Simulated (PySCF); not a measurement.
**C3H9ClSi: electronic excitations and core binding energies**

Aim: predict the electronic excitations and core binding energies of C3H9ClSi (`CC(C)([SiH3])Cl`).

Computed with PySCF 2.14.0, with density-fitted response routines of our own, on a single molecule in the gas phase. Atoms count from 0, in the outputs and in this text.

## (1) The molecule as given

14 atoms, charge 0, multiplicity 1; geometry from: GFN2-xTB.

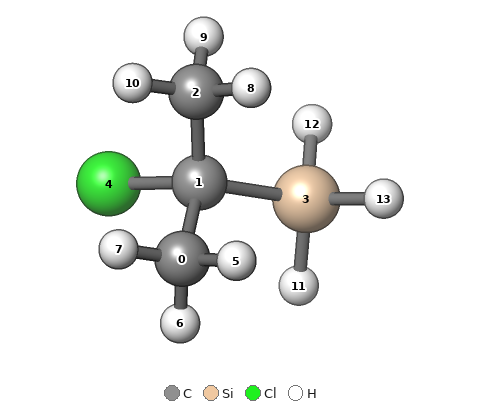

As it starts; carbon grey, silicon light orange, chlorine green, hydrogen white, atoms numbered.

## (2) Excited states and response: CAM-B3LYP/def2-SVPD

The job: settings as JSON, then the geometry in Å.

```
{"job": {"kind": "uv", "xc": "CAM-B3LYP", "basis": "def2-SVPD", "nstates": 8, "ntriplets": 3}, "charge": 0, "multiplicity": 1}
C     -0.572498     1.017429    -0.977393
C     -0.183420     0.198889     0.239843
C     -1.047846    -1.043138     0.355765
Si     1.696884    -0.175901     0.332551
Cl    -0.500994     1.220797     1.705841
H     -0.373428     0.440192    -1.878902
H      0.000220     1.940550    -1.025160
H     -1.631885     1.271800    -0.954899
H     -0.859972    -1.694138    -0.496640
H     -0.820014    -1.592584     1.266162
H     -2.106162    -0.783374     0.367519
H      2.407632     1.097921     0.288820
H      1.947040    -0.893235     1.578731
H      2.043765    -1.005680    -0.824403
```

With the program's defaults for keys left out, this is: TDDFT CAM-B3LYP/def2-SVPD, vertical, gas phase, core orbitals frozen in the response.

Started as:

```
> OMP_NUM_THREADS=1 python probes_run.py task.json out
```

One launch serves the whole session: the jobs run in the order shown.

Output:

```text
coarse grid: 12088 points
cycle   1  E = -868.9205331807  dE =  2.792e-01  |g| = 3.098e-01  |ddm| = 5.189e+00
cycle   2  E = -868.9325533406  dE = -1.202e-02  |g| = 2.731e-01  |ddm| = 1.280e+00
cycle   3  E = -868.9501054224  dE = -1.755e-02  |g| = 4.298e-02  |ddm| = 5.201e-01
cycle   4  E = -868.9505098557  dE = -4.044e-04  |g| = 2.348e-02  |ddm| = 1.221e-01
cycle   5  E = -868.9506555129  dE = -1.457e-04  |g| = 3.061e-03  |ddm| = 4.656e-02
cycle   6  E = -868.9506584492  dE = -2.936e-06  |g| = 8.318e-04  |ddm| = 1.309e-02
final grid: 105648 points
cycle   7  E = -869.0590638861  dE = -2.456e-05  |g| = 3.650e-03  |ddm| = 6.510e-02
cycle   8  E = -869.0590638732  dE =  1.290e-08  |g| = 3.670e-03  |ddm| = 1.413e-02
cycle   9  E = -869.0590672990  dE = -3.426e-06  |g| = 3.789e-04  |ddm| = 6.121e-03
cycle  10  E = -869.0590673317  dE = -3.266e-08  |g| = 1.498e-04  |ddm| = 8.941e-04
cycle  11  E = -869.0590673374  dE = -5.729e-09  |g| = 1.934e-05  |ddm| = 3.207e-04
cycle  12  E = -869.0590673375  dE = -1.312e-10  |g| = 4.111e-06  |ddm| = 6.804e-05
converged SCF energy = -869.0590673375

Static polarisability (au): isotropic 78.096, principal 72.768 78.309 83.213

Singlet excitations
state   eV       nm        f      main configurations
  1   6.8184    181.8   0.01555   H->L+1 0.59, H->L+2 0.24
  2   7.2518    171.0   0.00123   H-1->L+1 0.59, H-1->L+2 0.26
  3   7.5301    164.7   0.00587   H->L 0.82, H->L+2 0.12
  4   8.1504    152.1   0.03734   H-1->L 0.80, H-1->L+2 0.10
  5   8.1909    151.4   0.20301   H->L+2 0.47, H->L+1 0.28, H->L 0.10
  6   8.3184    149.0   0.00306   H->L+3 0.83
  7   8.5407    145.2   0.06632   H->L+5 0.38, H-2->L+1 0.24, H-2->L 0.14
  8   8.6094    144.0   0.04900   H->L+5 0.44, H-2->L+1 0.34

Triplet excitations (Tamm-Dancoff, eV): 6.1375 6.5821 7.2200
```

Run time: 38 s. Hardware: 1 thread of Arm Neoverse V1, shared host; peak memory 0.77 GiB.

Frontier orbitals and where they lie:

```
orbital      eV                         atoms
 HOMO−3  -11.33  Si3 38 %, H12 23 %, H11 23 %
 HOMO−2  -10.79   Cl4 32 %, Si3 15 %, C1 13 %
 HOMO−1   -9.84      Cl4 77 %, C1 8 %, C2 6 %
   HOMO   -9.26   Cl4 49 %, C1 21 %, Si3 14 %
   LUMO    1.06    Si3 27 %, C0 11 %, C2 11 %
 LUMO+1    1.24   Cl4 31 %, Si3 29 %, C1 12 %
 LUMO+2    1.61   Si3 30 %, Cl4 28 %, C1 12 %
```

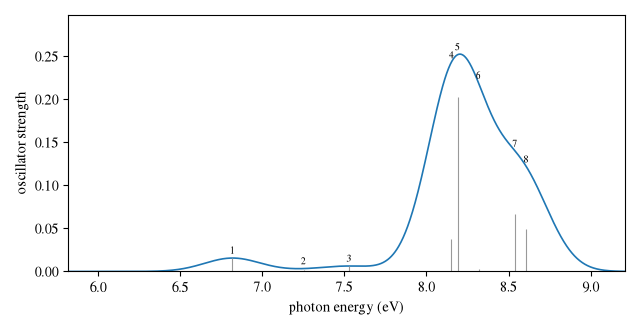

Absorption spectrum from the 8 singlet states computed; above the last one it falls off for lack of states. Lines are broadened to a width of 0.40 eV (Gaussian).

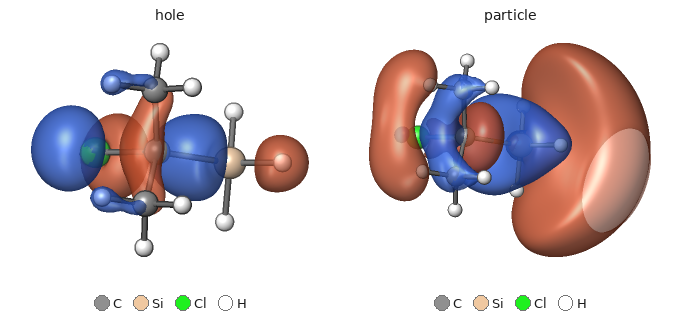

Leading natural transition orbitals of singlet state 5: the electron leaves the hole (left) for the particle orbital (right).

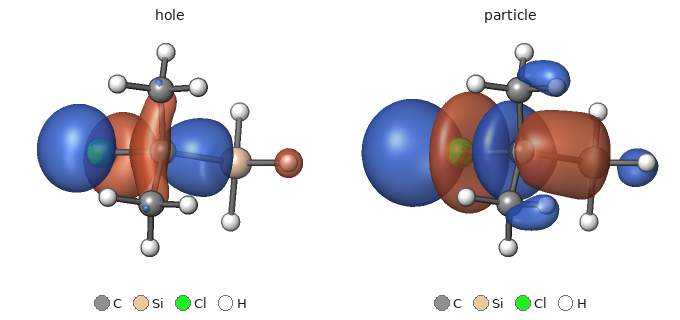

Leading natural transition orbitals of singlet state 1: the electron leaves the hole (left) for the particle orbital (right).

Ground-state properties from the same run:

```
           property  computed
  dipole moment (D)      2.05
polarisability (Å³)     11.57
 HOMO–LUMO gap (eV)     10.33
      −ε(HOMO) (eV)      9.26
```

Orbitals, density, ELF and potential are computed afterwards from the orbital file.

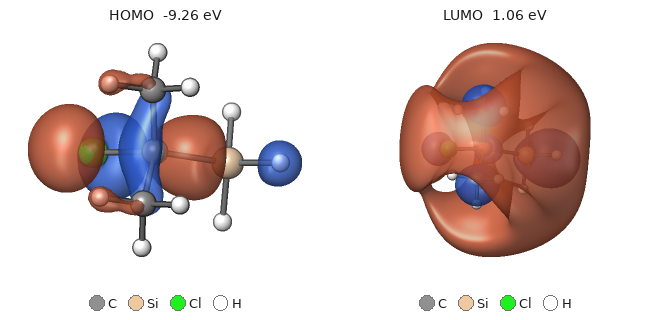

CAM-B3LYP/def2-SVPD orbitals near the gap, drawn at the value that encloses 70 % of each; the two colours are the two signs.

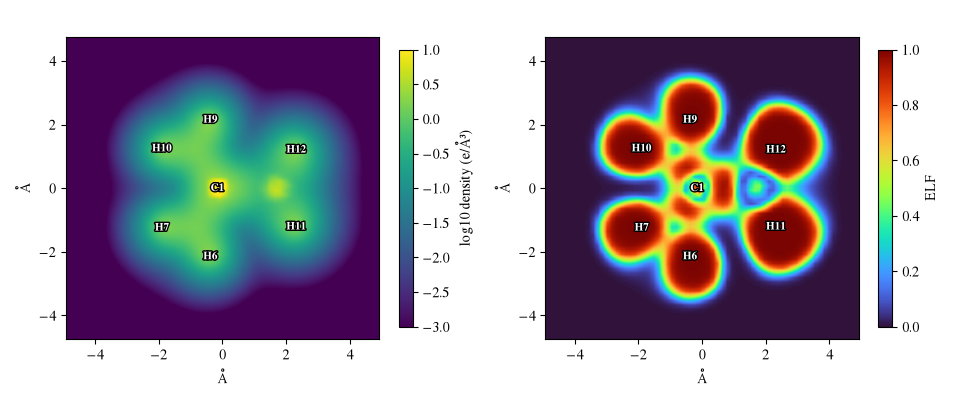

Density (left) and ELF (right) in a plane through or near 7 of the atoms.

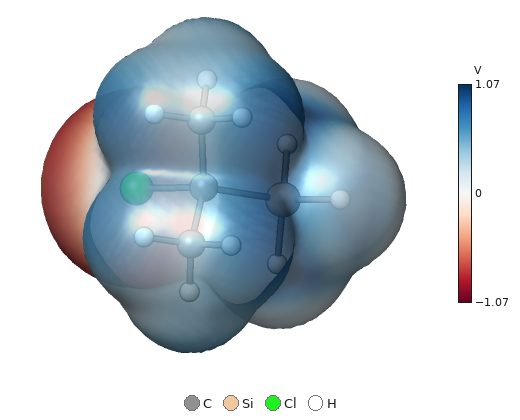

The potential that a unit positive charge feels on the 0.002 e/bohr³ surface, from -0.75 V near Cl4 to 1.07 V near H13.

## (3) Core holes by ΔSCF: SCAN, X2C

Same as in step 2 but for these lines:

```diff
@@ -1,2 +1,2 @@
-{"job": {"kind": "uv", "xc": "CAM-B3LYP", "basis": "def2-SVPD", "nstates": 8, "ntriplets": 3}, "charge": 0, "multiplicity": 1}
+{"job": {"kind": "xps"}, "charge": 0, "multiplicity": 1}
 C     -0.572498     1.017429    -0.977393
```

With the program's defaults for keys left out, this is: delta-SCF UKS SCAN, pcX-2 on the ionised atom, pcseg-1 elsewhere, spin-free X2C.

Output:

```text
ground state, core basis on atom 0 (C), 154 functions
  cycle   1  E = -871.17482965  |g| = 4.24e-01
  cycle   2  E = -871.15393913  |g| = 5.07e-01
  cycle   3  E = -871.22298382  |g| = 5.96e-02
  cycle   4  E = -871.22355576  |g| = 3.90e-02
  cycle   5  E = -871.22396543  |g| = 7.56e-03
  cycle   6  E = -871.22397831  |g| = 2.10e-03
  cycle   7  E = -871.22397856  |g| = 5.82e-04
  cycle   8  E = -871.22397851  |g| = 1.53e-04
  E(ground) = -871.26498290 Eh
hole in C 1s of atom 0
  cycle   1  E = -859.97426993  |g| = 1.51e+00
  cycle   2  E = -859.31642137  |g| = 1.80e+00
  cycle   3  E = -860.47754732  |g| = 3.58e-01
  cycle   4  E = -860.51103424  |g| = 2.17e-01
  cycle   5  E = -860.53503345  |g| = 5.62e-02
  cycle   6  E = -860.53633315  |g| = 1.61e-02
  cycle   7  E = -860.53647288  |g| = 5.17e-03
  cycle   8  E = -860.53649136  |g| = 1.59e-03
  cycle   9  E = -860.53649318  |g| = 8.64e-04
  cycle  10  E = -860.53649546  |g| = 3.37e-04
  E(ion) = -860.57542235 Eh   <S^2> = 0.7677   hole on atom = 1.000   binding energy = 290.878 eV
ground state, core basis on atom 1 (C), 154 functions
  cycle   1  E = -871.22820075  |g| = 6.01e-02
  cycle   2  E = -871.22816232  |g| = 2.57e-02
  cycle   3  E = -871.22823525  |g| = 1.98e-02
  cycle   4  E = -871.22833848  |g| = 3.87e-03
  cycle   5  E = -871.22834017  |g| = 8.18e-04
  cycle   6  E = -871.22833970  |g| = 1.16e-04
  E(ground) = -871.26841984 Eh
hole in C 1s of atom 1
  cycle   1  E = -859.92035647  |g| = 1.52e+00
  cycle   2  E = -858.41175994  |g| = 2.33e+00
  cycle   3  E = -860.40433721  |g| = 4.71e-01
  cycle   4  E = -860.48432458  |g| = 2.20e-01
  cycle   5  E = -860.51003403  |g| = 5.55e-02
  cycle   6  E = -860.51173145  |g| = 1.51e-02
  cycle   7  E = -860.51185805  |g| = 5.46e-03
  cycle   8  E = -860.51188321  |g| = 2.23e-03
  cycle   9  E = -860.51188921  |g| = 1.35e-03
  cycle  10  E = -860.51189135  |g| = 4.66e-04
  E(ion) = -860.54809248 Eh   <S^2> = 0.7814   hole on atom = 1.000   binding energy = 291.715 eV
ground state, core basis on atom 3 (Si), 165 functions
  cycle   1  E = -871.31814711  |g| = 2.86e-01
  cycle   2  E = -871.31821365  |g| = 3.24e-02
  cycle   3  E = -871.31820313  |g| = 2.39e-02
  cycle   4  E = -871.31828091  |g| = 7.34e-03
  cycle   5  E = -871.31829800  |g| = 1.34e-03
  cycle   6  E = -871.31829682  |g| = 1.74e-04
  E(ground) = -871.31794899 Eh
hole in Si 1s of atom 3
  cycle   1  E = -802.39419195  |g| = 4.35e+00
  cycle   2  E = -802.57576827  |g| = 2.09e+00
  cycle   3  E = -803.18121911  |g| = 6.71e-01
  cycle   4  E = -803.41835450  |g| = 2.48e-01
  cycle   5  E = -803.45151896  |g| = 8.80e-02
  cycle   6  E = -803.45479857  |g| = 4.24e-02
  cycle   7  E = -803.45562044  |g| = 1.52e-02
  cycle   8  E = -803.45575043  |g| = 2.70e-03
  cycle   9  E = -803.45575345  |g| = 7.05e-04
  cycle  10  E = -803.45575480  |g| = 1.49e-04
  E(ion) = -803.46219415 Eh   <S^2> = 0.7524   hole on atom = 1.000   binding energy = 1846.449 eV
hole in Si 2p of atom 3
  cycle   1  E = -867.05119172  |g| = 1.23e+00
  cycle   2  E = -866.95902032  |g| = 1.06e+00
  cycle   3  E = -867.34092844  |g| = 2.33e-01
  cycle   4  E = -867.37207822  |g| = 8.92e-02
  cycle   5  E = -867.37573023  |g| = 4.32e-02
  cycle   6  E = -867.37667039  |g| = 1.38e-02
  cycle   7  E = -867.37676936  |g| = 2.99e-03
  cycle   8  E = -867.37677645  |g| = 7.00e-04
  cycle   9  E = -867.37677693  |g| = 2.53e-04
  E(ion) = -867.38675911 Eh   <S^2> = 0.7528   hole on atom = 1.002   binding energy = 106.973 eV
  2p3/2 = 106.762 eV   2p1/2 = 107.384 eV
ground state, core basis on atom 4 (Cl), 165 functions
  cycle   1  E = -871.40912202  |g| = 4.87e-01
  cycle   2  E = -871.40930035  |g| = 5.28e-02
  cycle   3  E = -871.40928254  |g| = 4.26e-02
  cycle   4  E = -871.40958364  |g| = 7.82e-03
  cycle   5  E = -871.40959729  |g| = 1.74e-03
  cycle   6  E = -871.40959812  |g| = 4.00e-04
  E(ground) = -871.43592836 Eh
hole in Cl 1s of atom 4
  cycle   1  E = -766.22423028  |g| = 5.47e+00
  cycle   2  E = -766.65961043  |g| = 2.18e+00
  cycle   3  E = -767.14500427  |g| = 8.18e-01
  cycle   4  E = -767.44141140  |g| = 2.42e-01
  cycle   5  E = -767.47211990  |g| = 7.63e-02
  cycle   6  E = -767.47468460  |g| = 2.93e-02
  cycle   7  E = -767.47505292  |g| = 1.29e-02
  cycle   8  E = -767.47512660  |g| = 4.61e-03
  cycle   9  E = -767.47513742  |g| = 9.95e-04
  cycle  10  E = -767.47513887  |g| = 2.27e-04
  E(ion) = -767.50869789 Eh   <S^2> = 0.7524   hole on atom = 1.000   binding energy = 2828.004 eV
hole in Cl 2p of atom 4
  cycle   1  E = -863.35941908  |g| = 1.71e+00
  cycle   2  E = -863.31324358  |g| = 1.31e+00
  cycle   3  E = -863.78370271  |g| = 2.83e-01
  cycle   4  E = -863.82443494  |g| = 1.14e-01
  cycle   5  E = -863.83077509  |g| = 3.97e-02
  cycle   6  E = -863.83143453  |g| = 1.33e-02
  cycle   7  E = -863.83151434  |g| = 5.56e-03
  cycle   8  E = -863.83152908  |g| = 9.13e-04
  cycle   9  E = -863.83153133  |g| = 1.67e-04
  E(ion) = -863.86488567 Eh   <S^2> = 0.7519   hole on atom = 1.001   binding energy = 206.019 eV
  2p3/2 = 205.424 eV   2p1/2 = 207.078 eV
```

Run time: 65 s. Hardware: 1 thread of Arm Neoverse V1, shared host; peak memory 0.6 GiB.

Binding energies by hole, beside the orbital energy of the ground state; the difference holds orbital relaxation and, for a density functional, its self-interaction error:

```
       hole  stands for                                       environment  ΔSCF (eV; 2p as the shell's mean)  −ε (eV)   ⟨S²⟩
  C1s on C0      C0, C2                                     methyl carbon                             290.88    273.8  0.768
  C1s on C1          C1  fully substituted sp3 carbon bonded to Cl and Si                             291.71    275.3  0.781
Si1s on Si3         Si3                          silicon bonded to C, 3 H                            1846.45   1793.3  0.752
Si2p on Si3         Si3                          silicon bonded to C, 3 H                             106.97     96.2  0.753
Cl1s on Cl4         Cl4                              chlorine bonded to C                            2828.00   2763.2  0.752
Cl2p on Cl4         Cl4                              chlorine bonded to C                             205.98    193.0  0.752
```

Each hole run stands for the others of its class of like atoms.

With the spin-orbit splitting: Si3 2p3/2 106.76, 2p1/2 107.38 eV; Cl4 2p3/2 205.42, 2p1/2 207.08 eV. The table gives each 2p level as the mean over the whole 2p shell (two parts 2p3/2, one part 2p1/2), which differs a little from the single hole in the log.

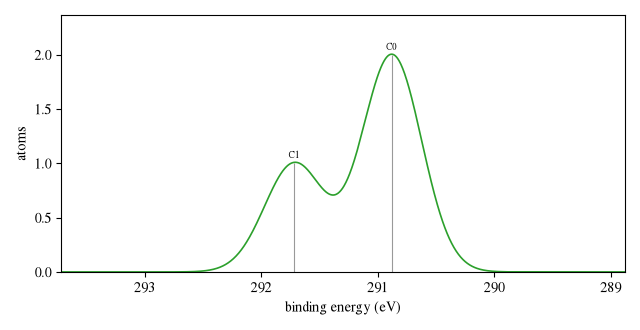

The C1s photoelectron lines, weighted by the number of atoms. Lines are broadened to a width of 0.60 eV (Gaussian).

## (4) Outcome

```
                                quantity                        value
    lowest singlet (CAM-B3LYP/def2-SVPD)  6.82 eV (182 nm), f = 0.016
brightest single state of those computed  state 5, 8.19 eV, f = 0.203
                          lowest triplet                      6.14 eV
   surface potential, least and greatest           -0.75 V and 1.07 V
        C1s binding energies, SCAN/pcX-2      C1 291.71, C0 290.88 eV
       Si1s binding energies, SCAN/pcX-2               Si3 1846.45 eV
       Si2p binding energies, SCAN/pcX-2                Si3 106.97 eV
       Cl1s binding energies, SCAN/pcX-2               Cl4 2828.00 eV
       Cl2p binding energies, SCAN/pcX-2                Cl4 205.98 eV
```

**Reading.** The first singlet state (HOMO→LUMO+1 0.59, HOMO→LUMO+2 0.24) lies at 6.82 eV and is weak; of the 8 states computed, the strongest absorption comes from state 5 at 8.19 eV. The lowest triplet lies 0.68 eV below the lowest singlet (triplets in Tamm-Dancoff, singlets in full TDDFT). C1 (fully substituted sp3 carbon bonded to Cl and Si) binds its C1s electron 0.84 eV more tightly than C0 (methyl carbon).
